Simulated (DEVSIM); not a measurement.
Device: Ru/SiO2/p-Si capacitor, at 300 K.

```tsv
layer (left to right)	material	thickness (nm)	Na (cm⁻³)
1	SiO2	11.0	-
2	Si	2200	3.4e15
```

Metal gate on the left, work function 4.7 eV. Fixed charge at the semiconductor interface 0 cm⁻² (in units of +e); interface traps 7.4e10 cm⁻² eV⁻¹, uniform in energy, neutral level at 0.5 of the gap above the valence band.

The device is made up for the run: typed textbook-type constants, with dimensions and the other settings drawn at random. Values at 300 K.

| parameter | SiO2 | Si |
|---|---|---|
| gap (eV) | 9 | 1.124 |
| affinity (eV) | 0.9 | 4.05 |
| permittivity | 3.9 | 11.7 |
| Nc (cm⁻³) | - | 2.86e19 |
| Nv (cm⁻³) | - | 3.1e19 |

DEVSIM, 1D Poisson equation in equilibrium, Boltzmann statistics, complete ionisation; no quantum confinement or tunnelling. Metal contacts follow the ideal Schottky-Mott rule: no Fermi-level pinning, no interface dipoles.

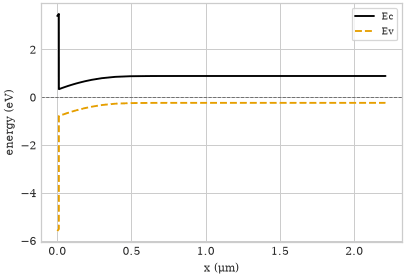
Figure. Band edges at 0.4 V on the gate

Energies count from the Fermi level of the right contact; mesh points crowd at the junctions.

```tsv
x (μm)	Ec (eV)	Ev (eV)	n (cm⁻³)	p (cm⁻³)	field (V/cm)
0.000	3.400	-5.600	< 1e2	< 1e2	78000
0.001252	3.410	-5.590	< 1e2	< 1e2	78000
0.003561	3.428	-5.572	< 1e2	< 1e2	78000
0.006987	3.455	-5.545	< 1e2	< 1e2	78000
0.01007	3.479	-5.521	< 1e2	< 1e2	78000
0.01117	0.337	-0.787	6.3e13	1800000	24000
0.01264	0.340	-0.784	5.5e13	2100000	23000
0.01784	0.352	-0.772	3.5e13	3300000	23000
0.02670	0.372	-0.752	1.6e13	7300000	23000
0.04657	0.417	-0.707	2.9e12	4.0e7	22000
0.08989	0.505	-0.619	9.2e10	1.3e9	19000
0.2309	0.726	-0.398	1.8e7	6.5e12	12000
0.4916	0.878	-0.246	50000	2.3e15	1300
1.060	0.888	-0.236	34000	3.4e15	≈ 0
1.786	0.888	-0.236	34000	3.4e15	≈ 0
2.016	0.888	-0.236	34000	3.4e15	≈ 0
2.122	0.888	-0.236	34000	3.4e15	≈ 0
2.171	0.888	-0.236	34000	3.4e15	≈ 0
2.197	0.888	-0.236	34000	3.4e15	≈ 0
2.205	0.888	-0.236	34000	3.4e15	≈ 0
2.209	0.888	-0.236	34000	3.4e15	≈ 0
2.211	0.888	-0.236	34000	3.4e15	≈ 0
```
